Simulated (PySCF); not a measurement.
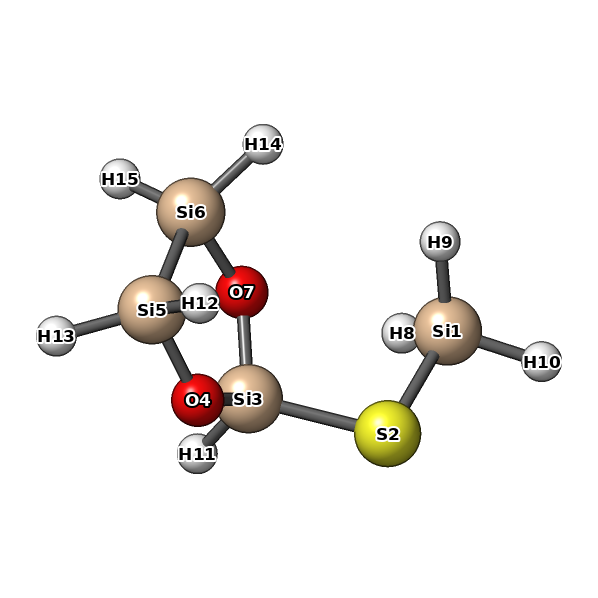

The thickness of each stick grows with its Mayer bond order. The geometry was computed by an optimisation with GFN2-xTB. No frequency run is at hand to confirm it as a minimum. Level of theory: PBE0/pcSseg-1 (PySCF 2.14.0).

List the Mayer bond orders of Si1–S2, S2–Si3, Si3–O4, Si3–O7, O4–Si5, Si5–Si6, Si6–O7 (bonds between heavy atoms, one of each equivalent set).

```
   bond  Mayer order  length (Å)
 Si1–S2         0.92       2.154
 S2–Si3         1.01       2.115
 Si3–O4         1.00       1.619
 Si3–O7         0.93       1.629
 O4–Si5         0.87       1.652
Si5–Si6         0.94       2.319
 Si6–O7         0.87       1.652
```

The geometry is semi-empirical. Around Si such bond lengths and angles can be off by a tenth of an ångström or more and by several degrees, and values that hang on the shape move with them.
